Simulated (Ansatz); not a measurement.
**C2H8O2Si: density, localisation and related maps**

Input file:

```
crystal:
  periodic: [false, false, false]
  atoms:
    - { symbol: Si, position_ang: [0.0, 0.0, 0.0] }
    - { symbol: O, position_ang: [0.0, 0.0, 1.68] }
    - { symbol: H, position_ang: [-0.9095, -0.2814, 2.0171] }
    - { symbol: C, position_ang: [1.7634, 0.0, -0.6227] }
    - { symbol: H, position_ang: [2.1111, -1.0463, -0.7509] }
    - { symbol: H, position_ang: [1.8119, 0.5276, -1.5981] }
    - { symbol: H, position_ang: [2.4154, 0.5187, 0.1108] }
    - { symbol: C, position_ang: [-0.8808, 1.5259, -0.6227] }
    - { symbol: H, position_ang: [-1.9334, 1.2723, -0.8671] }
    - { symbol: H, position_ang: [-0.8624, 2.3106, 0.1622] }
    - { symbol: H, position_ang: [-0.3704, 1.9025, -1.5336] }
    - { symbol: O, position_ang: [-0.7913, -1.3709, -0.5594] }
    - { symbol: H, position_ang: [-1.2459, -1.8365, 0.2129] }
basis:
  gaussian: { orbitals: "6-31G*" }
hamiltonian:
  xc: b3lyp
  dispersion: d4
relax:
  f_tol: 0.02
  max_steps: 40
output:
  orbitals: {}
```

Command:

```sh
ansatz run input.yaml --threads 2 --pin off --max-ram 3072MiB --backend cpu --events-out ev --progress --plain --runs-dir out
```

The fields are those of the run's last geometry, not of the input's.

These are results of RKS B3LYP-D4/6-31G* in Ansatz, not measurements.

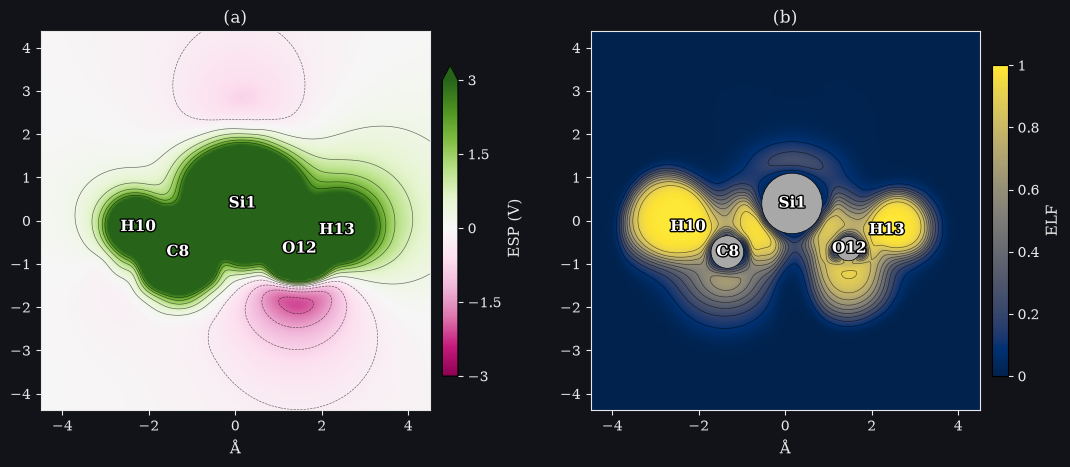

Figure 1. (a) electrostatic potential; (b) electron localisation function on the plane of atoms C8, Si1 and O12. Grey discs cover the atomic cores in the ELF map.

> Read the bonding off the picture.

Atoms in the plane: Si, C, H and O. Si–O (1.67 Å): the ELF peaks at about 0.85 between the atoms: a polar covalent bond. C–Si (1.87 Å): the ELF peaks at about 1 between the atoms (localised, covalent bonding). O–H (0.97 Å): the ELF climbs to about 1 towards the hydrogen, as it does in any bond to H (an ordinary covalent bond to hydrogen). C–H (1.10 Å): the ELF climbs to about 1 towards the hydrogen; a covalent bond by its length. The ELF also peaks beside O12, away from the bonds: lone-pair regions. Outside the dense part of the molecule the potential is most negative (−2.1 V) near O12.

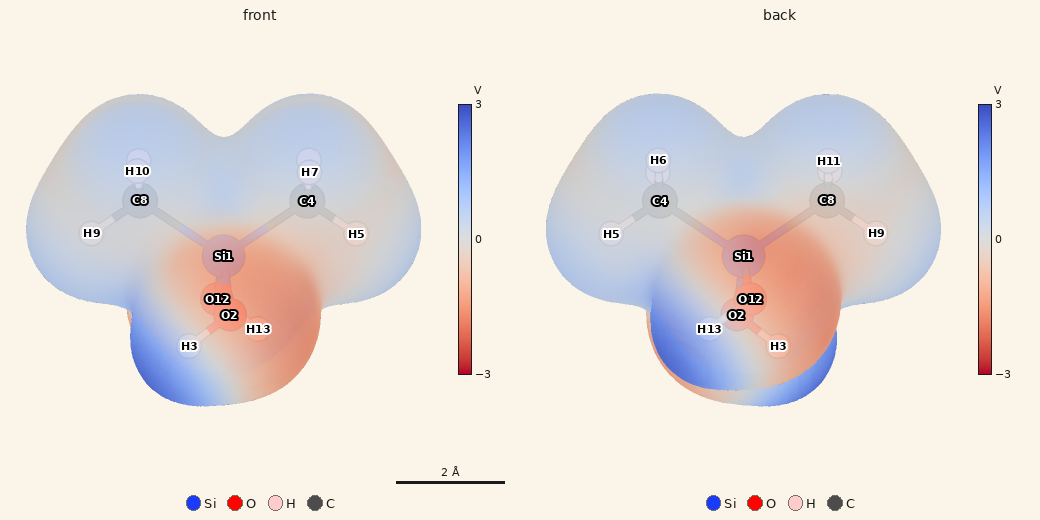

Figure 2. The electrostatic potential painted on the density surface at 0.002 e/bohr³, seen from the front and from behind; the colour scale runs from red (negative) to blue (positive).

> Describe the electrostatic potential map.

The most negative region (about −1.6 V) lies over O2 and O12, the most positive (about +2.4 V) over H3 and H13.

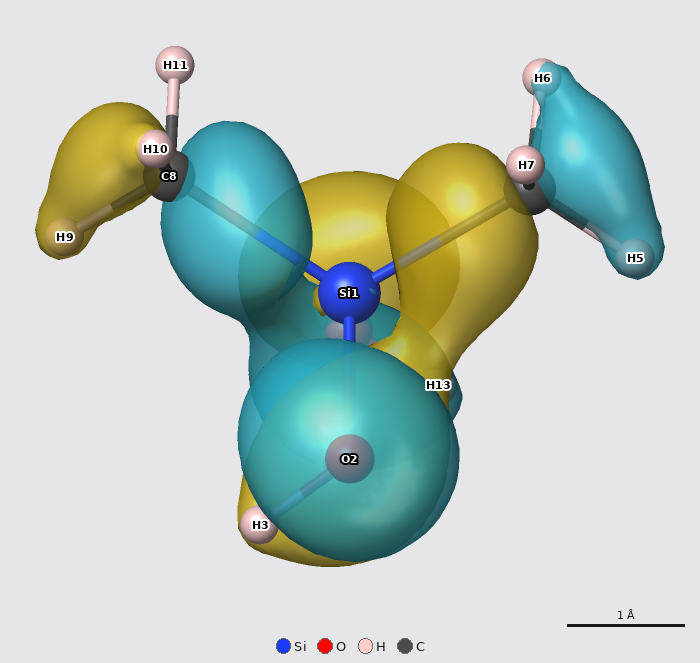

Figure 3. The HOMO−1 at ±0.1 Å⁻³ᐟ² (yellow and cyan are the two phases), seen at a tilt.

> Describe this orbital and give its energy.

It lies mainly on O2 (about 35 %), O12 (about 35 %) and Si1 (about 10 %); largely a combination of lone pairs on O2 and O12. Its energy is −8.28 eV.
